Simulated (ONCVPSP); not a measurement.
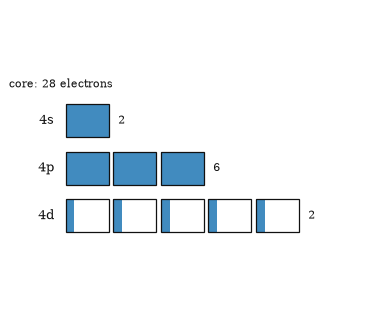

The valence shells of the reference configuration: a box for each of the 2l + 1 orbitals, shaded by the share of the shell that is filled, with the electron count at the right.

Pseudopotential generation: Zr (part 1 of 2)

Zirconium (Zr, Z = 40), core [Ar] 3d10, reference valence 4s2 4p6 4d2 (an ion of charge +2), valence charge 12. Computed at this level: ONCV potential, PBE, fully relativistic, made with ONCVPSP 4.0.1.

### Key numbers

- outcome: generated
- cutoffs needed: 63 Ha and 79 Ha (the cutoffs at which the residual kinetic energy of the hardest occupied pseudo-wave falls to 1 and 0.1 mHa per electron)
- ghost test: no bound ghost flagged; GHOST(+) flagged for s at 10.8 eV, d5/2 at 261.8 eV, d3/2 at 265.9 eV
- largest excitation error: +217 meV (all-electron minus pseudo) for 4s2 4p6 4d0, out of 4 test configurations
- range over which the phases arctan(r R′/R) at the test radius agree within 0.05 rad (a looser test near the poles than one of phase shifts): s: over the whole range computed; p3/2: up to about 3.9 Ha; p1/2: up to about 3.9 Ha; d5/2: over the whole range computed; d3/2: over the whole range computed; f7/2: not judged, local potential alone; f5/2: not judged, local potential alone
- hardware: 1 CPU thread, shared host
- wall time: 7.1 s

### Notes

Warnings of the program, in the generation or the tests: wellstate: negative energy specified for n= 5 l= 0; wellstate: negative energy specified for n= 5 l= 1.

### Input file
```
# ATOM AND REFERENCE CONFIGURATION
# atsym  z   nc   nv     iexc    psfile
  Zr 40.00    6    3        4      upf
#
#   n    l    f
    1    0    2.00
    2    0    2.00
    2    1    6.00
    3    0    2.00
    3    1    6.00
    3    2   10.00
    4    0    2.00
    4    1    6.00
    4    2    2.00
#
# PSEUDOPOTENTIAL AND OPTIMIZATION
# lmax
    2
#
#   l,   rc,      ep,       ncon, nbas, qcut
    0    1.25    0.00    4    7    5.50
    1    2.25    0.00    4    8    6.50
    2    2.55    0.00    3    8    5.40
#
# LOCAL POTENTIAL
# lloc, lpopt,  rc(5),   dvloc0
    4    5    0.90    0.00
#
# VANDERBILT-KLEINMAN-BYLANDER PROJECTORs
# l, nproj, debl
    0    2    0.40
    1    2    0.60
    2    3    3.60
#
# MODEL CORE CHARGE
# icmod, fcfact, rcfact
    0    0.00    0.00
#
# LOG DERIVATIVE ANALYSIS
# epsh1, epsh2, depsh
   -4.00    5.00    0.02
#
# OUTPUT GRID
# rlmax, drl
    6.00    0.01
#
# TEST CONFIGURATIONS
# ncnf
    4
# nvcnf
#   n    l    f
    4
    4    0    2.00
    4    1    6.00
    4    2    2.00
    5    0    2.00
#
    4
    4    0    2.00
    4    1    6.00
    4    2    2.00
    5    0    1.00
#
    3
    4    0    2.00
    4    1    6.00
    4    2    1.00
#
    3
    4    0    2.00
    4    1    6.00
    4    2    0.00
#
```

Launched with:
```bash
oncvpspr.x < Zr.dat > Zr.out
```

### The program's output (extracts)
```
ONCVPSP  (Optimized Norm-Conservinng Vanderbilt PSeudopotential)
relativistic version 4.0.1

#   n    l    f        energy (Ha)
    1    0    2.00    -6.5531301D+02
    2    0    2.00    -9.1243580D+01
    2    1    6.00    -8.0412419D+01    -8.3567747D+01
    3    0    2.00    -1.5401903D+01
    3    1    6.00    -1.2042210D+01    -1.2544545D+01
    3    2   10.00    -6.9141377D+00    -7.0059008D+00
    4    0    2.00    -2.5342660D+00
    4    1    6.00    -1.7029106D+00    -1.7683128D+00
    4    2    2.00    -6.3341270D-01    -6.3912168D-01

Reference configufation results
  iterations    21
  all-electron total energy (Ha)   -3.59821814D+03

Begin loop to  construct optimized pseudo wave functions
and semi-local pseudopoentials for all angular momenta

WARNING wellstate: negative energy specified for n= 5 l=  0
WARNING scattering state with energy  0.25000000
WARNING will be used for the first projector

   Wellstate for l =  0  n =  6 kap= -1
     eigenvalue =   0.2500
     asymptotic potential =   0.7500
     half-point radius =  4.1618

Calculating optimized projector #   1

 for l=   0

    Fraction of norm inside rc  0.576553
    Optimizing pswf for qcut=   5.52 a_B^-1,  ecut=  15.21 Ha
    Residual kinetic energy error=  1.42D-02 Ha

    Energy error per electron        Cutoff
         Ha          eV             Ha
         0.01000     0.27211       16.75
         0.00100     0.02721       63.40
         0.00010     0.00272       78.71
         0.00001     0.00027      105.54

Calculating optimized projector #   2

 for l=   0

    Fraction of norm inside rc  0.037070
    Optimizing pswf for qcut=   5.52 a_B^-1,  ecut=  15.21 Ha
    Residual kinetic energy error=  3.72D-03 Ha

    Energy error per electron        Cutoff
         Ha          eV             Ha
         0.01000     0.27211       12.67
         0.00100     0.02721       20.01
         0.00010     0.00272       58.85
         0.00001     0.00027      104.34

WARNING wellstate: negative energy specified for n= 5 l=  1
WARNING scattering state with energy  0.25000000
WARNING will be used for the first projector

   Wellstate for l =  1  n =  6 kap= -2
     eigenvalue =   0.2500
     asymptotic potential =   0.7500
     half-point radius =  5.1459

Calculating optimized projector #   1

 for l=   1

    Fraction of norm inside rc  0.942883
    Optimizing pswf for qcut=   6.51 a_B^-1,  ecut=  21.19 Ha
    Residual kinetic energy error=  5.86D-09 Ha

    Energy error per electron        Cutoff
         Ha          eV             Ha
         0.01000     0.27211        7.80
         0.00100     0.02721       10.34
         0.00010     0.00272       12.61
         0.00001     0.00027       14.52

Calculating optimized projector #   2

 for l=   1

    Fraction of norm inside rc  0.102271
    Optimizing pswf for qcut=   6.51 a_B^-1,  ecut=  21.19 Ha
    Residual kinetic energy error=  2.28D-07 Ha

    Energy error per electron        Cutoff
         Ha          eV             Ha
         0.01000     0.27211        6.54
         0.00100     0.02721        8.87
         0.00010     0.00272       10.82
         0.00001     0.00027       12.78

   Wellstate for l =  1  n =  6 kap=  1
     eigenvalue =  -1.1683

Calculating optimized projector #   1

 for l=   1

    Fraction of norm inside rc  0.950195
    Optimizing pswf for qcut=   6.51 a_B^-1,  ecut=  21.19 Ha
    Residual kinetic energy error=  5.62D-09 Ha

    Energy error per electron        Cutoff
         Ha          eV             Ha
         0.01000     0.27211        8.24
         0.00100     0.02721       10.90
         0.00010     0.00272       13.30
         0.00001     0.00027       15.45

Calculating optimized projector #   2

 for l=   1

    Fraction of norm inside rc  0.107251
    Optimizing pswf for qcut=   6.51 a_B^-1,  ecut=  21.19 Ha
    Residual kinetic energy error=  1.88D-07 Ha

    Energy error per electron        Cutoff
         Ha          eV             Ha
         0.01000     0.27211        6.85
         0.00100     0.02721        9.35
         0.00010     0.00272       11.37
         0.00001     0.00027       13.41

   Wellstate for l =  2  n =  7 kap= -3
     eigenvalue =   2.9666
     asymptotic potential =   3.4666
     half-point radius =  3.9749

   Wellstate for l =  2  n =  9 kap= -3
     eigenvalue =   6.5666
     asymptotic potential =   7.0666
     half-point radius =  4.1565

Calculating optimized projector #   1

 for l=   2

    Fraction of norm inside rc  0.769517
    Optimizing pswf for qcut=   5.40 a_B^-1,  ecut=  14.56 Ha
    Residual kinetic energy error=  3.14D-06 Ha

    Energy error per electron        Cutoff
         Ha          eV             Ha
         0.01000     0.27211        8.28
         0.00100     0.02721       10.58
         0.00010     0.00272       12.35
         0.00001     0.00027       14.01

Calculating optimized projector #   2

 for l=   2

    Fraction of norm inside rc  0.153570
    Optimizing pswf for qcut=   5.40 a_B^-1,  ecut=  14.56 Ha
    Residual kinetic energy error=  5.08D-04 Ha

    Energy error per electron        Cutoff
         Ha          eV             Ha
         0.01000     0.27211       11.10
         0.00100     0.02721       13.87
         0.00010     0.00272       32.65
         0.00001     0.00027       65.01

Calculating optimized projector #   3

 for l=   2

    Fraction of norm inside rc  0.108998
    Optimizing pswf for qcut=   5.40 a_B^-1,  ecut=  14.56 Ha
    Residual kinetic energy error=  6.87D-03 Ha

    Energy error per electron        Cutoff
         Ha          eV             Ha
         0.01000     0.27211       14.22
         0.00100     0.02721       31.04
         0.00010     0.00272       63.74
         0.00001     0.00027      106.88

   Wellstate for l =  2  n =  7 kap=  2
     eigenvalue =   2.9609

   Wellstate for l =  2  n =  9 kap=  2
     eigenvalue =   6.5634

Calculating optimized projector #   1

 for l=   2

    Fraction of norm inside rc  0.775186
    Optimizing pswf for qcut=   5.40 a_B^-1,  ecut=  14.56 Ha
    Residual kinetic energy error=  3.34D-06 Ha

    Energy error per electron        Cutoff
         Ha          eV             Ha
         0.01000     0.27211        8.33
         0.00100     0.02721       10.61
         0.00010     0.00272       12.39
         0.00001     0.00027       14.06

Calculating optimized projector #   2

 for l=   2

    Fraction of norm inside rc  0.154199
    Optimizing pswf for qcut=   5.40 a_B^-1,  ecut=  14.56 Ha
    Residual kinetic energy error=  5.29D-04 Ha

    Energy error per electron        Cutoff
         Ha          eV             Ha
         0.01000     0.27211       11.15
         0.00100     0.02721       13.92
         0.00010     0.00272       33.46
         0.00001     0.00027       65.58

Calculating optimized projector #   3

 for l=   2

    Fraction of norm inside rc  0.109657
    Optimizing pswf for qcut=   5.40 a_B^-1,  ecut=  14.56 Ha
    Residual kinetic energy error=  7.29D-03 Ha

    Energy error per electron        Cutoff
         Ha          eV             Ha
         0.01000     0.27211       14.28
         0.00100     0.02721       32.00
         0.00010     0.00272       64.07
         0.00001     0.00027      108.38

Construct Vanderbilt / Kleinmman-Bylander projectors

B matrix Hermiticity error, ll=  0  kap= -1
   1   2   -2.4367D-04

  Orthonormal projector coefficients  1.8825E+01  2.7247E+00

B matrix Hermiticity error, ll=  1  kap= -2
   1   2   -1.3451D-04

  Orthonormal projector coefficients  9.3228E+00  6.8931E-01

B matrix Hermiticity error, ll=  1  kap=  1
   1   2   -1.4131D-04

  Orthonormal projector coefficients  9.3353E+00  6.8890E-01

B matrix Hermiticity error, ll=  2  kap= -3
   1   2    1.2389D-04
   1   3    2.6727D-04
   2   3   -1.4486D-04

  Orthonormal projector coefficients  5.7695E+00 -2.8399E+00 -7.7745E-01

B matrix Hermiticity error, ll=  2  kap=  2
   1   2    1.2589D-04
   1   3    2.7109D-04
   2   3   -1.4593D-04

  Orthonormal projector coefficients  5.8557E+00 -2.7507E+00 -7.7912E-01

 Orthonormal scalar projector coefficients, l =  1
  9.3257E+00  6.8951E-01  9.8186E-04  5.1903E-06

 Orthonormal spin-orbit projector coefficients, l =  1
 -1.6947E-01  1.3849E-01  2.3166E-02 -2.4109E-04

 Orthonormal scalar projector coefficients, l =  2
  5.8034E+00 -2.8031E+00 -7.7842E-01 -1.3454E-04  5.1449E-07 -5.1356E-07

 Orthonormal spin-orbit projector coefficients, l =  2
 -1.0263E-01  1.6904E-02  1.1905E-02  4.4356E-03 -6.4065E-05 -2.2725E-05

Pseudoatom total energy  -46.209493

Diagnostic tests using Vanderbilt-Kleinman-Bylander pseudopotentials
  relativistic with J = L +/- 1/2 projectors

   l  kap   rcore       rmatch      e in        delta e    norm test   slope test

   0  -1   1.2532073   1.2912573  -2.5342660  -0.0000294   1.0001004   1.0001318
   0  -1   1.2532073   1.2912573   0.2500000  -0.0002212   1.0027352   1.0027352

   1  -2   2.2522936   2.3206781  -1.7029106  -0.0000003   1.0000825   1.0000846
   1   1   2.2522936   2.3206781  -1.7683128   0.0000004   1.0000885   1.0000850
   1  -2   2.2522936   2.3206781   0.2500000   0.0000122   1.0001232   1.0001232
   1   1   2.2522936   2.3206781   0.2409016   0.0000130   1.0001186   1.0001186

   2  -3   2.5537748   2.6313130  -0.6334127  -0.0000173   0.9998865   0.9998519
   2   2   2.5537748   2.6313130  -0.6391217  -0.0000159   0.9998906   0.9998405
   2  -3   2.5537748   2.6313130   2.9665873  -0.0000090   1.0001407   1.0001407
   2   2   2.5537748   2.6313130   2.9633986  -0.0000053   1.0001318   1.0001318
   2  -3   2.5537748   2.6313130   6.5665873  -0.0003117   0.9998743   0.9998743
   2   2   2.5537748   2.6313130   6.5637455  -0.0003213   0.9999044   0.9999044

Diagnostic tests using Vanderbilt-Kleinman-Bylander pseudopotentials
  relativistic with scalar and spin-orbit non-local projectors

   l  kap   rcore       rmatch      e in        delta e    norm test   slope test

   0  -1   1.2532073   1.2912573  -2.5342660  -0.0000294   1.0001004   1.0001318
   0  -1   1.2532073   1.2912573   0.2500000  -0.0002212   1.0027352   1.0027352

   1  -2   2.2522936   2.3206781  -1.7029106  -0.0000620   1.0000928   1.0000593
   1   1   2.2522936   2.3206781  -1.7683128  -0.0000582   1.0000951   1.0000600
   1  -2   2.2522936   2.3206781   0.2500000   0.0000091   1.0001310   1.0001310
   1   1   2.2522936   2.3206781   0.2409016   0.0000067   1.0001295   1.0001295

   2  -3   2.5537748   2.6313130  -0.6334127   0.0000419   0.9998283   0.9999687
   2   2   2.5537748   2.6313130  -0.6391217   0.0000279   0.9998247   0.9999005
   2  -3   2.5537748   2.6313130   2.9665873   0.0000000   1.0001484   1.0001484
   2   2   2.5537748   2.6313130   2.9633986  -0.0000100   1.0001334   1.0001334
   2  -3   2.5537748   2.6313130   6.5665873  -0.0002933   0.9998718   0.9998718
   2   2   2.5537748   2.6313130   6.5637455  -0.0003113   0.9999040   0.9999040

Ghost test for J = L + 1/2

 Testing for bound ghosts
   n   l    E NL Schr. Eq   E Basis Diag.   E Cutoff

   1   0       -2.534295       -2.533766    119.44

   2   1       -1.702911       -1.702908     60.05

   3   2       -0.633430       -0.633321     68.02

 Testing for highly-localized positive-energy ghosts
       l    <radius>/rc     E Basis Diag.   E Cutoff

       0        0.211295        0.396929    119.44  WARNING - GHOST(+)

       2        0.951027        9.619823     68.02  WARNING - GHOST(+)

Ghost test for J = L - 1/2

 Testing for bound ghosts
   n   l    E NL Schr. Eq   E Basis Diag.   E Cutoff

   1   0       -2.534295       -2.533766    119.44

   2   1       -1.768312       -1.768309     60.05

   3   2       -0.639138       -0.639035     68.02

 Testing for highly-localized positive-energy ghosts
       l    <radius>/rc     E Basis Diag.   E Cutoff

       0        0.211295        0.396929    119.44  WARNING - GHOST(+)

       2        0.912589        9.772074     68.02  WARNING - GHOST(+)

Test configuration 0

   n   l kap    f        eae           eps        diff
   1   0  -1  2.0000 -655.31301457
   2   0  -1  2.0000  -91.24358012
   2   1  -2  4.0000  -80.41241935
   2   1   1  2.0000  -83.56774675
   3   0  -1  2.0000  -15.40190335
   3   1  -2  4.0000  -12.04221022
   3   1   1  2.0000  -12.54454462
   3   2  -3  6.0000   -6.91413765
   3   2   2  4.0000   -7.00590080
   4   0  -1  2.0000   -2.53426599   -2.53429538   -2.94E-05
   4   1  -2  4.0000   -1.70291057   -1.70291082   -2.51E-07
   4   1   1  2.0000   -1.76831277   -1.76831239    3.86E-07
   4   2  -3  1.2000   -0.63341270   -0.63342998   -1.73E-05
   4   2   2  0.8000   -0.63912168   -0.63913762   -1.59E-05

    Total energies and differences
      AE_ref= -3.59821814E+03  AE_tst= -3.59821814E+03  dif=  0.00E+00
      PS_ref= -4.62094928E+01  PS_tst= -4.62094928E+01  dif= -7.11E-15
      PSP excitation error=  7.11E-15
```

(Continued in part 2.)
